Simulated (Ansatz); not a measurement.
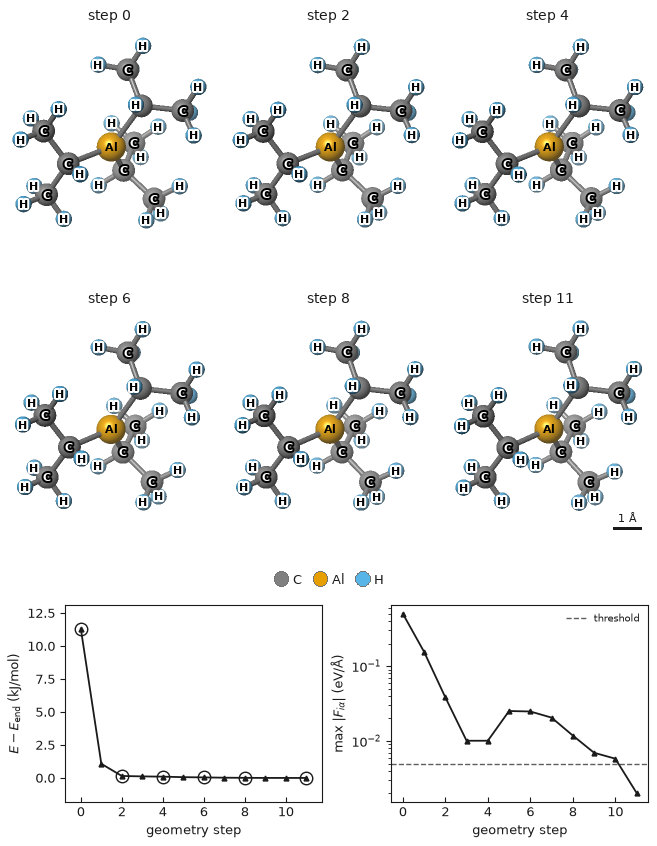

Frames of a relaxation of C9H21Al, marked on the history of the run. Style: ball-and-stick. Shown from a free direction.

The start comes from PBE-D4/def2-SVP.

Computed with RKS PBE0-D4/def2-TZVP in Ansatz 0.2.0.

Input
```yaml
crystal:
  periodic: [false, false, false]
  atoms:
    - {symbol: C, position_ang: [0.164555, -2.006712, 2.012390]}
    - {symbol: C, position_ang: [0.897714, -0.790851, 1.410358]}
    - {symbol: C, position_ang: [1.083615, 0.320271, 2.456783]}
    - {symbol: Al, position_ang: [-0.048281, -0.187329, -0.244261]}
    - {symbol: C, position_ang: [-1.653724, 0.997120, -0.128696]}
    - {symbol: C, position_ang: [-2.618352, 0.647340, 1.015242]}
    - {symbol: C, position_ang: [-1.190027, 2.465033, -0.035305]}
    - {symbol: C, position_ang: [0.598382, -0.738538, -2.052784]}
    - {symbol: C, position_ang: [0.779166, 0.489836, -2.967450]}
    - {symbol: C, position_ang: [1.856325, -1.620026, -2.026398]}
    - {symbol: H, position_ang: [0.086929, -2.856615, 1.299827]}
    - {symbol: H, position_ang: [-0.869208, -1.752542, 2.334155]}
    - {symbol: H, position_ang: [0.687384, -2.396778, 2.916938]}
    - {symbol: H, position_ang: [1.906856, -1.135697, 1.086095]}
    - {symbol: H, position_ang: [1.613378, -0.052127, 3.364398]}
    - {symbol: H, position_ang: [0.110626, 0.728509, 2.805244]}
    - {symbol: H, position_ang: [1.672478, 1.177758, 2.067642]}
    - {symbol: H, position_ang: [-2.199972, 0.880105, -1.093844]}
    - {symbol: H, position_ang: [-3.492329, 1.338775, 1.044754]}
    - {symbol: H, position_ang: [-2.124768, 0.721181, 2.007935]}
    - {symbol: H, position_ang: [-3.023399, -0.383393, 0.933022]}
    - {symbol: H, position_ang: [-0.553587, 2.768670, -0.893965]}
    - {symbol: H, position_ang: [-2.054085, 3.169357, -0.012768]}
    - {symbol: H, position_ang: [-0.605841, 2.657962, 0.891011]}
    - {symbol: H, position_ang: [-0.239499, -1.343236, -2.480786]}
    - {symbol: H, position_ang: [1.063615, 0.195824, -4.004165]}
    - {symbol: H, position_ang: [-0.145657, 1.100100, -3.046557]}
    - {symbol: H, position_ang: [1.585942, 1.164198, -2.602974]}
    - {symbol: H, position_ang: [2.726899, -1.080964, -1.592192]}
    - {symbol: H, position_ang: [2.160975, -1.944392, -3.048137]}
    - {symbol: H, position_ang: [1.716191, -2.540042, -1.419814]}
basis:
  gaussian: {orbitals: def2-TZVP}
hamiltonian: {xc: pbe0, dispersion: d4}
relax: {f_tol: 0.005, max_steps: 150}
```

Launched with:
```bash
ansatz run in.yaml --threads 4 --pin off --events-out ev --progress --plain --max-ram 41984MiB --backend cuda --devices 0, --max-vram 37GiB
```

Q: Describe the path.

A: H26 moves most after the best rigid fit: 0.22 Å. By element the largest moves are H 0.22 Å, C 0.14 Å, Al 0.05 Å. Among the contacts that change: Al4–C5 1.998 → 1.980 Å, C1–H13 1.115 → 1.098 Å, C10–H31 1.111 → 1.094 Å, C10–H29 1.112 → 1.095 Å. Over 11 geometry steps the energy falls by 11.3 kJ/mol. The largest force component goes from 0.5 to 0.002 eV/Å. From step 0 to 2: H26 moves most (0.05 Å), energy −11.2 kJ/mol. From step 2 to 4: H26 moves most (0.02 Å), energy −0.05 kJ/mol. From step 4 to 6: H11 moves most (0.08 Å), energy −0.06 kJ/mol. From step 6 to 8: H26 moves most (0.05 Å), energy −0.03 kJ/mol. From step 8 to 11: H26 moves most (0.05 Å), energy −0.01 kJ/mol.
